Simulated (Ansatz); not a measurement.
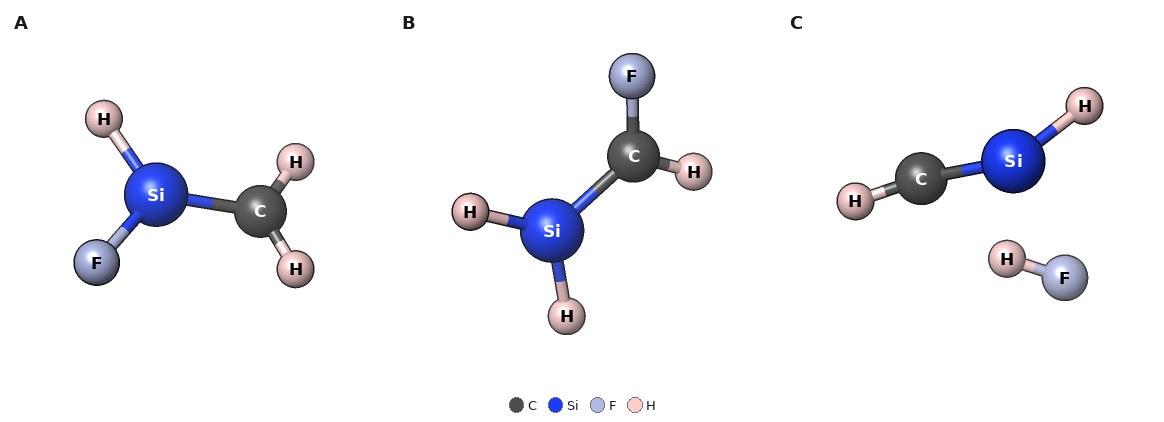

3 stationary structures of one formula. Geometries: PBE-D4/def2-SVP. Electronic energies: PBE-D4/def2-SVP (Ansatz 0.2.0), without zero-point energy. No frequency run is at hand to confirm each as a minimum.

Rank them by energy, lowest first.

Answer. A is lowest (Cs); B lies 44.5 kcal/mol above it (Cs), C lies 88.9 kcal/mol above it (C1).
